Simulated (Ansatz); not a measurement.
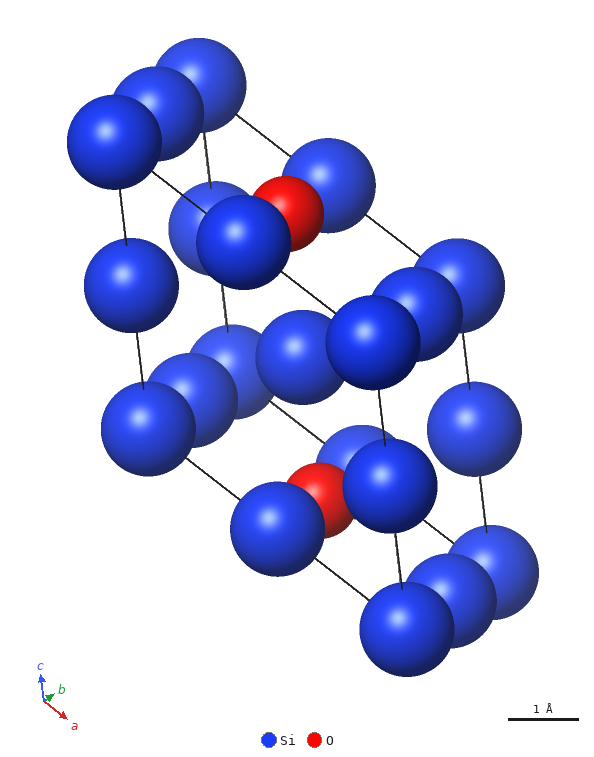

An orthographic spheres-only view of the structure, slightly off an axis. The parallelepiped is the simulation cell.

Input used:
```yaml
crystal:
  lattice:
    - [-2.6927078349, 2.6927078349, 3.1188998141]
    - [2.6927078349, -2.6927078349, 3.1188998141]
    - [2.6927078349, 2.6927078349, -3.1188998141]
  atoms:
    - { symbol: Si, position: [0.5, 0.5, 0.5] }
    - { symbol: Si, position: [0.0, 0.0, 0.5] }
    - { symbol: Si, position: [0.5, 0.0, 0.0] }
    - { symbol: Si, position: [0.0, 0.5, 0.0] }
    - { symbol: Si, position: [0.0, 0.0, 0.0] }
    - { symbol: O, position: [0.5, 0.5, 0.0] }
basis:
  ecutwfc: 420
kpoints:
  mp_grid: { grid: [10, 10, 10] }
  band_path:
    path:
      - [[0.0, 0.0, 0.0], [0.0, 0.0, 0.5], [0.25, 0.25, 0.25], [0.0, 0.5, 0.0], [0.0, 0.0, 0.0], [0.5, 0.5, -0.5], [0.43634409, 0.56365591, -0.43634409]]
      - [[-0.43634409, 0.43634409, 0.43634409], [0.0, 0.0, 0.0]]
      - [[0.0, 0.0, 0.5], [-0.37268818, 0.37268818, 0.5]]
      - [[0.5, 0.5, -0.37268818], [0.5, 0.5, -0.5]]
    npoints: 14
hamiltonian:
  xc: pbe
scf:
  occupations: { method: gaussian, width: 0.1 }
  n_extra_bands: 15
output:
  forces: true
  stress: true
  eigenvalues: true
  populations: true
  dos: { projected: true, de: 0.02, nscf_kmesh: { grid: [12, 12, 12] } }
  bader: true
```
Run as:
```sh
ansatz run input.yaml --threads 1 --pin off --max-ram 2560MiB --backend cpu --events-out ev --progress --plain --runs-dir out
```

Electronic-structure method: DFT PBE, scalar-relativistic, plane waves, PAW in Ansatz. Parameters: plane waves to 420 eV, k-grid 10×10×10, Gaussian smearing of 0.1 eV, no spin polarisation.

Q: What are the atomic charges by Bader's partition?

A: Si +0.14 to +0.25 e; O -1.13 e.

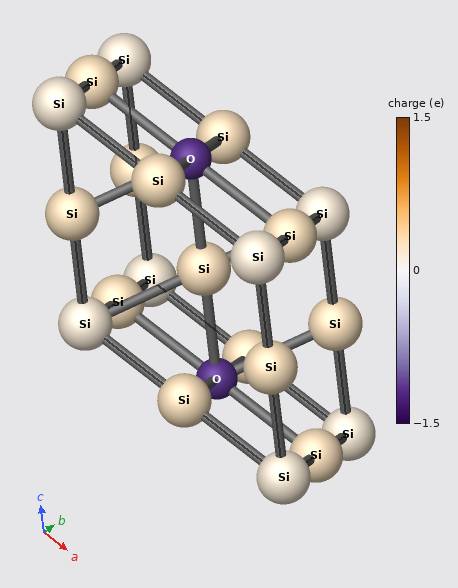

The atoms coloured by those charges.

Provenance: a random cell made by a generator, so it need not be a real form of the compound. Earlier steps of the study, as a rule a relaxation of our own, may have changed the cell and positions, so they can lie some per cent off the listed ones. It was the input of a calculation with Ansatz.
